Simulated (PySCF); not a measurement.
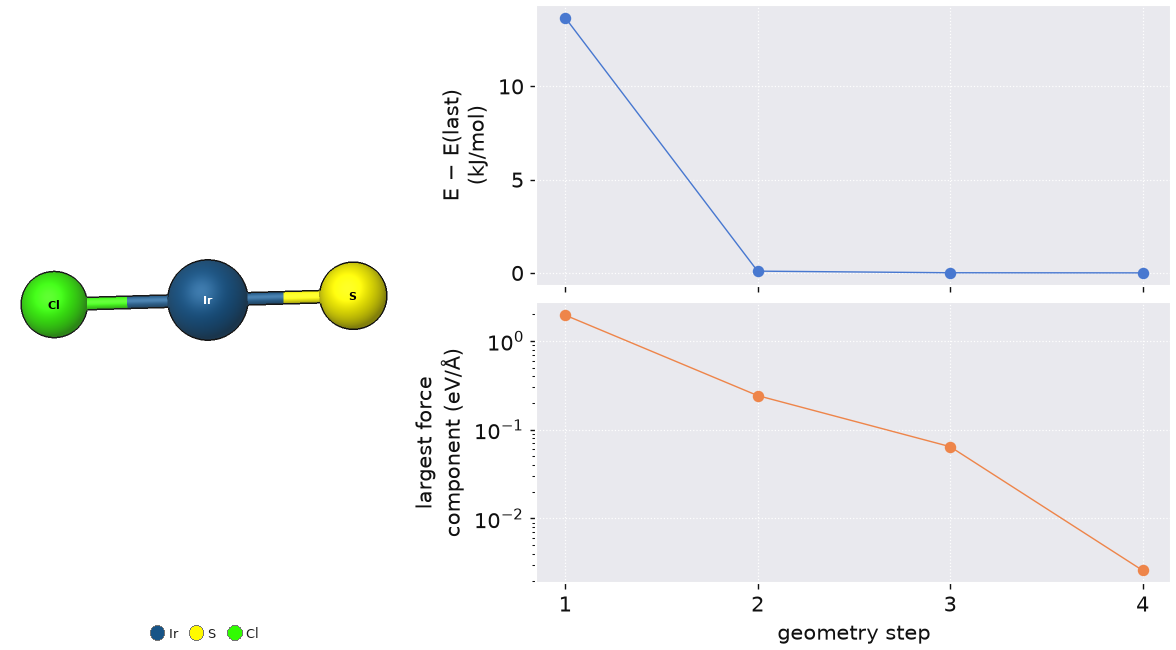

Beside the plot: the molecule at the start.

History of a geometry optimisation. The start has point group C∞v, which is kept. A held symmetry can leave a saddle point.

System: IrSCl molecule, multiplicity 5.
Method: PySCF 2.14.0, UKS-based PBE0, Ir def2-SVP with ECP60, S def2-SVP, Cl def2-SVP; non-relativistic Hamiltonian with scalar-relativistic core potentials; density fitting.

Q: How did the optimisation end?

A: The optimisation met its thresholds at geometry 4, counting the start as the first. The energy fell by about 14 kJ/mol from the first step to the last. The largest force component goes from about 2 eV/Å at the start to 2.6 × 10⁻³ eV/Å at the end.
